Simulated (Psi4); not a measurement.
# BLYP/6-31G(d) (spherical functions) run of AlGeNH4O (SMILES [NH2][GeH]1[O][AlH]1)

What is the energy change on altering one bond length of AlGeNH4O at BLYP/6-31G* (spherical functions)? 

The results are computed with Psi4 1.11.

### 1 Starting point

The species is AlGeNH4O (8 atoms), meant as a singlet with charge 0. SMILES: `[NH2][GeH]1[O][AlH]1`. Geometry: relaxed at PBE0-D4/def2-TZVP. This is one conformer, not always the lowest.

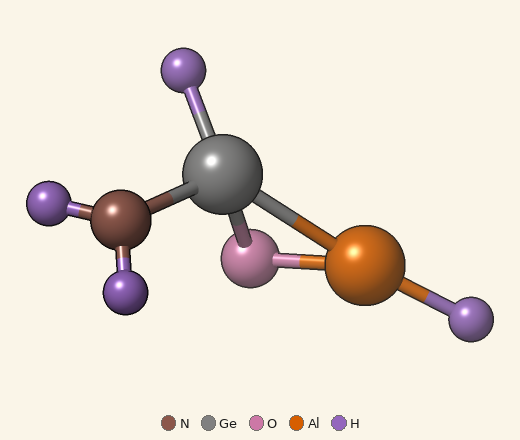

The structure, seen from a chosen angle (nitrogen brown, germanium grey, oxygen pink, aluminium orange, hydrogen purple).

### 2 Energy and gradient at BLYP/6-31G(d) (spherical functions)

calc.dat reads:

```
memory 1600 MB

molecule {
  0 1
  N
  Ge 1 R2
  O 2 R3 1 A3
  Al 3 R4 2 A4 1 D4
  H 1 R5 2 A5 3 D5
  H 1 R6 5 A6 2 D6
  H 2 R7 1 A7 6 D7
  H 4 R8 3 A8 2 D8

  R2 = 1.821938
  R3 = 1.895724
  A3 = 114.68919
  R4 = 1.698618
  A4 = 80.66373
  D4 = -118.38144
  R5 = 1.009323
  A5 = 116.77169
  D5 = -82.86284
  R6 = 1.008043
  A6 = 110.6364
  D6 = -138.03046
  R7 = 1.542713
  A7 = 103.92794
  D7 = 170.9387
  R8 = 1.577325
  A8 = 138.13807
  D8 = 178.90689
  symmetry c1
}

set reference rks
set puream true
set e_convergence 1e-09
set d_convergence 1e-08
set scf_type pk
set dft_radial_points 99
set dft_spherical_points 590

e, wfn = gradient('blyp/6-31G*', return_wfn=True)
oeprop(wfn, 'QUADRUPOLE', 'LOWDIN_CHARGES', 'WIBERG_LOWDIN_INDICES', title='BLYP')
```

Started as:

```console
$ psi4 calc.dat calc.out -n 1
```

calc.out:

```text
[...]
  Running in c1 symmetry.
[...]
  Nuclear repulsion =  340.293310816257929
[...]
  Multiplicity = 1
[...]
  Nalpha       = 32
  Nbeta        = 32
[...]
    Number of basis functions: 86
[...]
   @RKS iter   1: -2449.60741574305257   -1.44194e+00   3.45498e-02 DIIS/ADIIS
[...]
   @RKS iter  15: -2451.55203244498443   -1.36424e-12   3.95692e-09 DIIS
[...]
  @RKS Final Energy: -2451.55203244498443
   => Energetics <=
    Nuclear Repulsion Energy =            340.2933108162579288
    One-Electron Energy =               -4090.3727328002410104
    Two-Electron Energy =                1413.2708063838338148
    DFT Exchange-Correlation Energy =    -114.7434168448352523
    Empirical Dispersion Energy =           0.0000000000000000
    VV10 Nonlocal Energy =                  0.0000000000000000
    Total Energy =                      -2451.5520324449844338
[...]
  -Total Gradient:
     Atom            X                  Y                   Z
    ------   -----------------  -----------------  -----------------
       1        0.001338343867    -0.008929987219     0.006572539822
       2        0.003638068333    -0.016773612921    -0.002625071802
       3       -0.017335882032     0.024095958151    -0.001698970324
       4        0.018776969298    -0.005152124740    -0.008569345359
       5       -0.010790895703     0.001568716338     0.005049748259
       6        0.008628402260     0.006537519266     0.004829996759
       7       -0.007218499847    -0.003305815107    -0.001031709509
       8        0.002918497619     0.001954248553    -0.002519543341
[...]
 Multipole Moments:
 ------------------------------------------------------------------------------------
     Multipole            Electronic (a.u.)      Nuclear  (a.u.)        Total (a.u.)
 ------------------------------------------------------------------------------------
 L = 1.  Multiply by 2.5417464519 to convert [e a0] to [Debye]
 Dipole X            :          1.2693038           -1.7013434           -0.4320397
 Dipole Y            :          3.4096871           -3.3526845            0.0570026
 Dipole Z            :          1.7497876           -1.9337371           -0.1839495
 Magnitude           :                                                    0.4730169
 L = 2.  Multiply by 1.3450342976 to convert [e a0^2] to [Debye ang]
 Quadrupole XX       :       -143.8455576          113.9072547          -29.9383028
 Quadrupole XY       :        -61.8793293           63.9178073            2.0384779
[...]
```

It took 36 s on 1 thread of Intel Xeon Platinum 8259CL at 2.50GHz (Skylake/Cascade Lake), shared host; peak memory 0.77 GiB.

### 3 The distorted shape, same level

calc.dat reads:

```
memory 1600 MB

molecule geom {
  0 1
  N     -2.21051658     1.62022472     0.87994908
  Ge     0.13236587    -0.89367794     1.09254327
  O      1.90568486    -1.54771215    -1.95067168
  Al     0.49594917    -4.40289935    -1.54551440
  H     -1.25213253     4.30177255     1.15632342
  H     -3.49817596     1.50835294    -0.51939312
  H      2.01982432     0.07348389     3.09281837
  H      0.34514903    -7.02432743    -2.95619495
  units bohr
  symmetry c1
  no_reorient
  no_com
}

set {
  basis                6-31G*
  reference            rks
  puream               true
  e_convergence        1e-09
  d_convergence        1e-08
  scf_type             pk
  dft_radial_points    99
  dft_spherical_points 590
}

energy_value, wavefunction = gradient("blyp", return_wfn=True)
oeprop(wavefunction, "MAYER_INDICES", "QUADRUPOLE", "MULLIKEN_CHARGES")
```

Started as:

```console
$ psi4 -n 1 calc.dat calc.out
```

calc.out:

```text
[...]
  Running in c1 symmetry.
[...]
  Nuclear repulsion =  337.797257385475746
[...]
  Multiplicity = 1
[...]
  Nalpha       = 32
  Nbeta        = 32
[...]
    Number of basis functions: 86
[...]
   @RKS iter   1: -2449.44626140828996   -1.43837e+00   3.47145e-02 DIIS/ADIIS
[...]
   @RKS iter  15: -2451.48004559076617   -1.00044e-11   3.55575e-09 DIIS
[...]
  @RKS Final Energy: -2451.48004559076617
   => Energetics <=
    Nuclear Repulsion Energy =            337.7972573854757457
    One-Electron Energy =               -4085.3467393126984462
    Two-Electron Energy =                1410.6758329201286415
    DFT Exchange-Correlation Energy =    -114.6063965836721366
    Empirical Dispersion Energy =           0.0000000000000000
    VV10 Nonlocal Energy =                  0.0000000000000000
    Total Energy =                      -2451.4800455907661672
[...]
  -Total Gradient:
     Atom            X                  Y                   Z
    ------   -----------------  -----------------  -----------------
       1       -0.026436879400    -0.083785198445    -0.031344258755
       2        0.002966512197    -0.004266221474    -0.015055105889
       3       -0.018885988486    -0.010784950313     0.017000464124
       4        0.007963724912     0.019969656293     0.002387669962
       5        0.031487596017     0.085915836865     0.015376777896
       6        0.007562845360    -0.008567652513     0.014566883151
       7       -0.004858297971    -0.001917880078    -0.004955237126
       8        0.000193856411     0.003414194739     0.002010182381
[...]
 Multipole Moments:
 ------------------------------------------------------------------------------------
     Multipole            Electronic (a.u.)      Nuclear  (a.u.)        Total (a.u.)
 ------------------------------------------------------------------------------------
 L = 1.  Multiply by 2.5417464519 to convert [e a0] to [Debye]
 Dipole X            :         -8.4382659            8.0695747           -0.3686912
 Dipole Y            :         87.6400499          -88.0162278           -0.3761780
 Dipole Z            :         -6.3046192            6.1975213           -0.1070979
 Magnitude           :                                                    0.5375063
 L = 2.  Multiply by 1.3450342976 to convert [e a0^2] to [Debye ang]
 Quadrupole XX       :       -116.8754512           85.0198679          -31.8555833
 Quadrupole XY       :         93.1088781          -93.7775810           -0.6687029
[...]
```

It took 37 s on 1 thread of Intel Xeon Platinum 8259CL at 2.50GHz (Skylake/Cascade Lake), shared host; peak memory 0.76 GiB.

### 4 Summary of results

Level: BLYP/6-31G* (spherical functions).

```
                                                         quantity           value
                                        first shape: total energy  -2451.55203 Eh
                                       first shape: dipole moment          1.20 D
                                         first shape: HOMO energy        -4.91 eV
                                         first shape: LUMO energy        -1.78 eV
                                       first shape: HOMO–LUMO gap         3.13 eV
                            first shape: largest force on an atom      1.529 eV/Å
                                    distorted shape: total energy  -2451.48005 Eh
                                   distorted shape: dipole moment          1.37 D
                                     distorted shape: HOMO energy        -5.02 eV
                                     distorted shape: LUMO energy        -2.24 eV
                                   distorted shape: HOMO–LUMO gap         2.78 eV
                        distorted shape: largest force on an atom      4.797 eV/Å
energy change with the N1–H5 bond stretched from 1.009 to 1.514 Å        1.959 eV
```

What this shows: With the N1–H5 bond stretched from 1.009 to 1.514 Å the energy rises by 1.96 eV (45 kcal/mol). The first shape isn't relaxed at this level, so the change isn't measured from a minimum. The largest force (first shape) is 1.53 eV/Å: the shape isn't a stationary point for this species at this level. Mulliken charges (distorted shape) run from -0.58 on N1 to +0.35 on Al4.
